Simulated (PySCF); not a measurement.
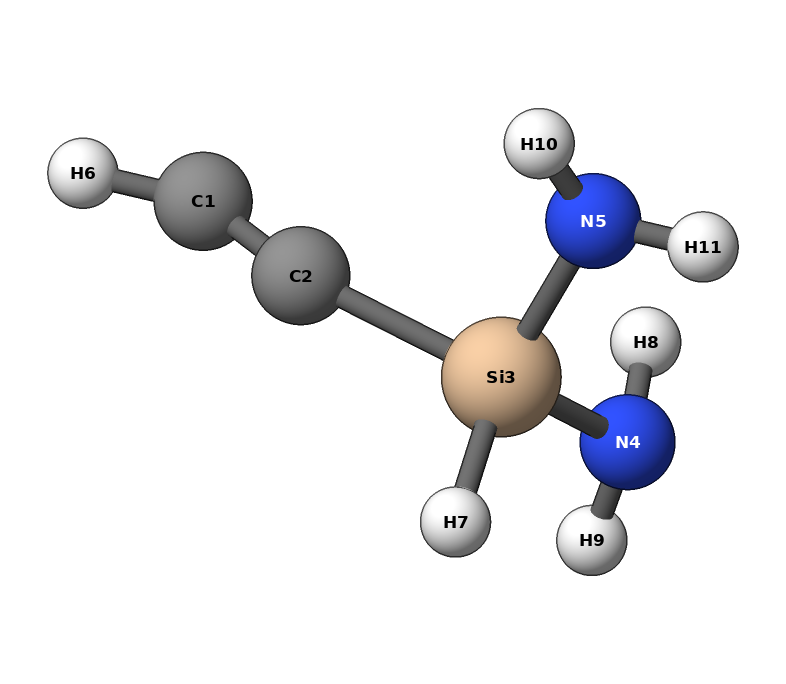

Geometry: a frame of a GFN2-xTB molecular-dynamics simulation, not a minimum. Level of theory: GIAO PBE0/pcSseg-1 NMR shielding, non-relativistic, gas phase (PySCF 2.14.0). Principal shieldings σ11 ≤ σ22 ≤ σ33, span Ω = σ33 − σ11, skew κ = 3(σiso − σ22)/Ω.

Give the shielding tensors of the Si atoms.

```tsv
atom	σ11	σ22	σ33	σiso	Ω	κ
Si3	333.2	384.6	447.5	388.4	114.2	0.10
```

Shieldings and span in ppm.
